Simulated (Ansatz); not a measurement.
# Li+ with BCl₃: superposition error and deformation, part 2 of 2

Ansatz 0.2.0, Gaussian basis. Earlier steps stand in the parts before.

**11. B3LYP-D4/def2-TZVPPD**

free-b/in.yaml

```yaml
crystal:
  periodic: [false, false, false]
  atoms:
    - {symbol: Cl, position_ang: [0.036697, 0.271385, 2.271863]}
    - {symbol: B, position_ang: [0.008802, 0.065347, 0.547297]}
    - {symbol: Cl, position_ang: [-0.891713, 1.170718, -0.444983]}
    - {symbol: Cl, position_ang: [0.881402, -1.246061, -0.184933]}
basis:
  gaussian: {orbitals: "def2-TZVPPD.json"}
hamiltonian: {xc: {name: B3LYP}, dispersion: d4}
```

Started as:

```console
$ ansatz run in.yaml --threads 4 --pin off --events-out ev --progress --plain --max-ram 9574MiB
```

What it wrote:

```text
Functional definition: B3LYP
  name "B3LYP"
  cite "Stephens, Devlin, Chabalowski & Frisch, J. Phys. Chem. 98, 11623 (1994) doi:10.1021/j100096a001"
  cite "Becke, Phys. Rev. A 38, 3098 (1988) doi:10.1103/PhysRevA.38.3098"
  cite "Lee, Yang & Parr, Phys. Rev. B 37, 785 (1988) doi:10.1103/PhysRevB.37.785"
  cite "Vosko, Wilk & Nusair, Can. J. Phys. 58, 1200 (1980) doi:10.1139/p80-159"
  parameter a0 = 0.2
  parameter ax = 0.72
  parameter ac = 0.81
  exchange = (1 - a0 - ax)*slater_x + ax*b88_x + a0*exact_x
  correlation = (1 - ac)*vwn_rpa_c + ac*lyp_c
1167 factors; their error is unknown
mean field evaluation 1: about -38249.4027 eV, gradient 1.7e1 eV
mean field evaluation 2: about -38249.3633 eV, gradient 1.9e1 eV
mean field evaluation 4: about -38250.0744 eV, gradient 7.8e-1 eV
mean field evaluation 8: about -38250.1593 eV, gradient 1.4e-3 eV
mean field -38250.15925376 eV, -1405.6674256865 hartree, gradient 1.3e-5 eV, S^2 0.000000; 0 other end points of the search recorded, 0 dependent functions left out
reference -38250.15953413 eV, -1405.6674359901 hartree; 28, 28 occupied and 162, 162 virtual orbitals, 1167 factors
Total energy: -38250.38596820 eV, -1405.6757572884 hartree
```

Run time: 1.9 s. Hardware: 4 threads of Intel Xeon Platinum 8259CL at 2.50GHz, shared host.

**12. wB97X-V/def2-TZVPPD**

Changes to free-b/in.yaml since step 11:

```diff
@@ -9,2 +9,2 @@
   gaussian: {orbitals: "def2-TZVPPD.json"}
-hamiltonian: {xc: {name: B3LYP}, dispersion: d4}
+hamiltonian: {xc: {name: wB97X-V}}
```

Started as:

```console
$ ansatz run in.yaml --threads 4 --pin off --events-out ev --progress --plain --max-ram 9574MiB
```

What it wrote (excerpt; [...] marks lines left out):

```text
[... 5 set-up lines as earlier in the session ...]
[...]
      + integral(e_c_pw_opposite_spin*poly(b97_u_opposite, cos0, cos1)) + vv10(b, c)
1146 factors; their error is unknown
229 factors; integrals over basis functions are off by at most 9.1e-5 eV
[...]
mean field -38243.22559326 eV, -1405.4126183630 hartree, gradient 3.7e-5 eV, S^2 0.000000; 0 other end points of the search recorded, 0 dependent functions left out
reference -38243.22559007 eV, -1405.4126182456 hartree; 28, 28 occupied and 162, 162 virtual orbitals, 1146 factors
Total energy: -38243.22559007 eV, -1405.4126182456 hartree
```

Wall time 4.5 s (4 threads of Intel Xeon Platinum 8259CL at 2.50GHz, shared host).

**13. wB97M-V/def2-TZVPPD**

Changes to free-b/in.yaml since step 12:

```diff
@@ -9,2 +9,2 @@
   gaussian: {orbitals: "def2-TZVPPD.json"}
-hamiltonian: {xc: {name: wB97X-V}}
+hamiltonian: {xc: {name: wB97M-V}}
```

Started as:

```console
$ ansatz run in.yaml --threads 4 --pin off --events-out ev --progress --plain --max-ram 9574MiB
```

What it wrote (excerpt; [...] marks lines left out):

```text
[... 5 set-up lines as earlier in the session ...]
  # Of w^i u^j: cxij and so on, Table III.
[...]
  gx(w, u) = 1 - cx + cx01*u + cx10*w
  gss(w, u) = css00 + css04*u^4 + css10*w + css20*w^2 + css43*w^4*u^3
  gos(w, u) = cos00 + cos10*w + (cos20 + cos21*u)*w^2 + (cos60 + cos61*u)*w^6
[...]
      + integral(e_c_pw_mod_opposite_spin*gos(b97_w_opposite, b97_u_opposite)) + vv10(b, c)
1146 factors; their error is unknown
229 factors; integrals over basis functions are off by at most 9.1e-5 eV
[...]
mean field -38247.00967171 eV, -1405.5516806810 hartree, gradient 1.1e-5 eV, S^2 0.000000; 0 other end points of the search recorded, 0 dependent functions left out
reference -38247.00975441 eV, -1405.5516837202 hartree; 28, 28 occupied and 162, 162 virtual orbitals, 1146 factors
Total energy: -38247.00975441 eV, -1405.5516837202 hartree
```

Wall time 4.7 s (4 threads of Intel Xeon Platinum 8259CL at 2.50GHz, shared host); peak memory 0.5 GiB.

**14. B2PLYP/def2-TZVPPD**

Changes to free-b/in.yaml since step 13:

```diff
@@ -9,2 +9,2 @@
   gaussian: {orbitals: "def2-TZVPPD.json"}
-hamiltonian: {xc: {name: wB97M-V}}
+hamiltonian: {xc: {name: B2PLYP}}
```

Started as:

```console
$ ansatz run in.yaml --threads 4 --pin off --events-out ev --progress --plain --max-ram 9574MiB
```

What it wrote (excerpt; [...] marks lines left out):

```text
[... 5 set-up lines as earlier in the session ...]
[...]
1135 factors; integrals over basis functions are off by at most 7.4e-4 eV
[...]
mean field -38231.81226771 eV, -1404.9931863854 hartree, gradient 5.2e-6 eV, S^2 0.000000; 0 other end points of the search recorded, 0 dependent functions left out
16 core orbitals not correlated: weight in the atoms' cores, before any rotation towards them, 1.000 or more for the frozen orbitals, at most 0.000 for the correlated occupied ones
reference -38231.81244450 eV, -1404.9931928822 hartree; 12, 12 occupied and 162, 162 virtual orbitals, 1135 factors
second order -22.12891706 eV of doubles, -0.00000000 eV of singles
Total energy: -38237.78725211 eV, -1405.2127630119 hartree
```

Run time: 3.9 s. Hardware: 4 threads of Intel Xeon Platinum 8259CL at 2.50GHz, shared host.

**15. BLYP-D4/def2-TZVPPD**

Changes to free-b/in.yaml since step 14:

```diff
@@ -9,2 +9,2 @@
   gaussian: {orbitals: "def2-TZVPPD.json"}
-hamiltonian: {xc: {name: B2PLYP}}
+hamiltonian: {xc: {name: BLYP}, dispersion: d4}
```

Started as:

```console
$ ansatz run in.yaml --threads 4 --pin off --events-out ev --progress --plain --max-ram 9574MiB
```

What it wrote (excerpt; [...] marks lines left out):

```text
Functional definition: BLYP
  name "BLYP"
[... 2 set-up lines as earlier in the session ...]
  parameter beta = 0.0042
  parameter a = 0.04918
  parameter b = 0.132
  parameter c = 0.2533
  parameter d = 0.349
  exchange = b88_x(beta = beta)
  correlation = lyp_c(a = a, b = b, c = c, d = d)
1137 factors; their error is unknown
mean field evaluation 1: about -38246.7958 eV, gradient 2.6e1 eV
mean field evaluation 2: about -38243.8383 eV, gradient 4.4e1 eV
mean field evaluation 4: about -38248.4209 eV, gradient 9.5e-1 eV
mean field evaluation 8: about -38248.4069 eV, gradient 8.4e-2 eV
mean field -38248.40695055 eV, -1405.6030297312 hartree, gradient 5.1e-5 eV, S^2 0.000000; 0 other end points of the search recorded, 0 dependent functions left out
reference -38248.40731110 eV, -1405.6030429813 hartree; 28, 28 occupied and 162, 162 virtual orbitals, 1137 factors
Total energy: -38248.71048567 eV, -1405.6141844413 hartree
```

Wall time 1.4 s (4 threads of Intel Xeon Platinum 8259CL at 2.50GHz, shared host).

**16. revPBE-D4/def2-TZVPPD**

Changes to free-b/in.yaml since step 15:

```diff
@@ -9,2 +9,2 @@
   gaussian: {orbitals: "def2-TZVPPD.json"}
-hamiltonian: {xc: {name: BLYP}, dispersion: d4}
+hamiltonian: {xc: {name: revPBE}, dispersion: d4}
```

Started as:

```console
$ ansatz run in.yaml --threads 4 --pin off --events-out ev --progress --plain --max-ram 9574MiB
```

What it wrote (excerpt; [...] marks lines left out):

```text
Functional definition: revPBE
  name "revPBE"
  cite "Zhang & Yang, Phys. Rev. Lett. 80, 890 (1998) doi:10.1103/PhysRevLett.80.890"
[... 1 set-up line as earlier in the session ...]
  parameter kappa = 1.245
[... 3 set-up lines as earlier in the session ...]
1137 factors; their error is unknown
mean field evaluation 1: about -38240.3740 eV, gradient 2.5e1 eV
mean field evaluation 2: about -38237.3823 eV, gradient 4.3e1 eV
mean field evaluation 4: about -38241.9041 eV, gradient 8.8e-1 eV
mean field evaluation 8: about -38241.8906 eV, gradient 8.2e-2 eV
mean field -38241.89059349 eV, -1405.3635580265 hartree, gradient 4.8e-5 eV, S^2 0.000000; 0 other end points of the search recorded, 0 dependent functions left out
reference -38241.89067395 eV, -1405.3635609832 hartree; 28, 28 occupied and 162, 162 virtual orbitals, 1137 factors
Total energy: -38242.26827757 eV, -1405.3774376601 hartree
```

It took 1.3 s on 4 threads of Intel Xeon Platinum 8259CL at 2.50GHz, shared host.

**17. B97M-V/def2-TZVPPD**

Changes to free-b/in.yaml since step 16:

```diff
@@ -9,2 +9,2 @@
   gaussian: {orbitals: "def2-TZVPPD.json"}
-hamiltonian: {xc: {name: revPBE}, dispersion: d4}
+hamiltonian: {xc: {name: B97M-V}}
```

Started as:

```console
$ ansatz run in.yaml --threads 4 --pin off --events-out ev --progress --plain --max-ram 9574MiB
```

What it wrote (excerpt; [...] marks lines left out):

```text
[... 5 set-up lines as earlier in the session ...]
  # Of w^i u^j: cxij and so on, Table III.
[...]
  gx(w, u) = cx00 + cx01*u + cx02*u^2 + (cx10 + cx11*u)*w
  gss(w, u) = css00 + css02*u^2 + css10*w + (css32*w^3 + css42*w^4)*u^2
  gos(w, u) = cos00 + cos01*u + cos03*u^3 + cos10*w + cos32*w^3*u^2
[...]
      + integral(e_c_pw_mod_opposite_spin*gos(b97_w_opposite, b97_u_opposite)) + vv10(b, c)
1137 factors; their error is unknown
[...]
mean field -38239.63245606 eV, -1405.2805730063 hartree, gradient 2.6e-5 eV, S^2 0.000000; 0 other end points of the search recorded, 0 dependent functions left out
reference -38239.63254890 eV, -1405.2805764182 hartree; 28, 28 occupied and 162, 162 virtual orbitals, 1137 factors
Total energy: -38239.63254890 eV, -1405.2805764182 hartree
```

Run time: 4.4 s. Hardware: 4 threads of Intel Xeon Platinum 8259CL at 2.50GHz, shared host.

**18. HSE06-D4/def2-TZVPPD**

Changes to free-b/in.yaml since step 17:

```diff
@@ -9,2 +9,2 @@
   gaussian: {orbitals: "def2-TZVPPD.json"}
-hamiltonian: {xc: {name: B97M-V}}
+hamiltonian: {xc: hse06, dispersion: d4}
```

Started as:

```console
$ ansatz run in.yaml --threads 4 --pin off --events-out ev --progress --plain --max-ram 9574MiB
```

What it wrote (excerpt; [...] marks lines left out):

```text
Functional definition: HSE06
  name "HSE06"
  cite "Heyd, Scuseria & Ernzerhof, J. Chem. Phys. 118, 8207 (2003) doi:10.1063/1.1564060"
  cite "Krukau, Vydrov, Izmaylov & Scuseria, J. Chem. Phys. 125, 224106 (2006) doi:10.1063/1.2404663"
  cite "Heyd & Scuseria, J. Chem. Phys. 120, 7274 (2004) doi:10.1063/1.1668634"
  cite "Ernzerhof & Perdew, J. Chem. Phys. 109, 3313 (1998) doi:10.1063/1.476928"
[... 2 set-up lines as earlier in the session ...]
[...]
  # The whole range is PBE's own exchange, as in plane waves. The composition of these papers is wPBEh.
[...]
1167 factors; their error is unknown
82 factors; integrals over basis functions are off by at most 2.7e-5 eV
[...]
mean field -38235.06093380 eV, -1405.1125726621 hartree, gradient 1.7e-5 eV, S^2 0.000000; 0 other end points of the search recorded, 0 dependent functions left out
reference -38235.06100074 eV, -1405.1125751221 hartree; 28, 28 occupied and 162, 162 virtual orbitals, 1167 factors
Total energy: -38235.16872152 eV, -1405.1165337875 hartree
```

It took 2.1 s on 4 threads of Intel Xeon Platinum 8259CL at 2.50GHz, shared host.

**19. CCSD(T)/def2-TZVPPD**

Changes to free-b/in.yaml since step 18:

```diff
@@ -9,2 +9,2 @@
   gaussian: {orbitals: "def2-TZVPPD.json"}
-hamiltonian: {xc: hse06, dispersion: d4}
+correlation: {method: ccsd_t}
```

Started as:

```console
$ ansatz run in.yaml --threads 4 --pin off --events-out ev --progress --plain --max-ram 9574MiB
```

What it wrote (excerpt; [...] marks lines left out):

```text
[... 4 set-up lines as earlier in the session ...]
[...]
1135 factors; integrals over basis functions are off by at most 7.4e-4 eV
[...]
mean field -38187.18899562 eV, -1403.3533113827 hartree, gradient 2.6e-6 eV, S^2 0.000000; 0 other end points of the search recorded, 0 dependent functions left out
16 core orbitals not correlated: weight in the atoms' cores, before any rotation towards them, 1.000 or more for the frozen orbitals, at most 0.000 for the correlated occupied ones
reference -38187.18899562 eV, -1403.3533113827 hartree; 12, 12 occupied and 162, 162 virtual orbitals, 1135 factors
second order -18.09820138 eV of doubles, -0.00000000 eV of singles
cycle   1  -18.83219948 eV  change   -7.3e-1 eV  update   8.8e-2
[...]
cycle   9  -19.29763185 eV  change   -5.8e-6 eV  update   6.1e-6
perturbative correction -0.91109881 eV, -0.0334822636 hartree
Total energy: -38207.39772628 eV, -1404.0959685363 hartree
```

Wall time 9.5 s (4 threads of Intel Xeon Platinum 8259CL at 2.50GHz, shared host); peak memory 1.3 GiB.

**20. The split**

```tsv
method	interaction with counterpoise (meV)	without	superposition error	deformation	binding energy
PBE-D4	-1084	-1088	4	52	-1031
revPBE-D4	-1056	-1060	4	51	-1005
BLYP-D4	-1083	-1087	4	47	-1036
r2SCAN-D4	-976	-979	3	56	-920
B97M-V	-992	-995	3	59	-933
PBE0-D4	-1063	-1066	3	59	-1004
B3LYP-D4	-1075	-1078	3	54	-1021
HSE06-D4	-1063	-1066	3	59	-1004
wB97X-V	-1016	-1019	3	59	-956
wB97M-V	-1033	-1036	3	58	-975
B2PLYP	-1020	-1030	10	57	-963
Hartree-Fock	-914	-917	3	61	-853
MP2	-941	-966	25	61	-880
CCSD	-940	-965	25	60	-881
CCSD(T)	-943	-970	28	58	-885
```

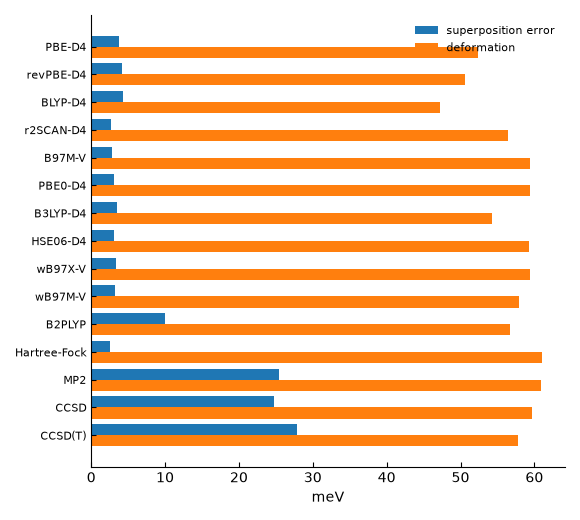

Superposition error and deformation energy by method.

**21. Outcome**

What follows sums up all 2 parts.

```
            quantity     value
interaction, CCSD(T)  -943 meV
 superposition error    28 meV
         deformation    58 meV
      binding energy  -885 meV
```

In this basis the superposition error is 28 meV for CCSD(T) and 3 meV on average for the plain functionals: correlated methods borrow far more, since they need many more functions to converge. Deformation takes back 6 % of the interaction.
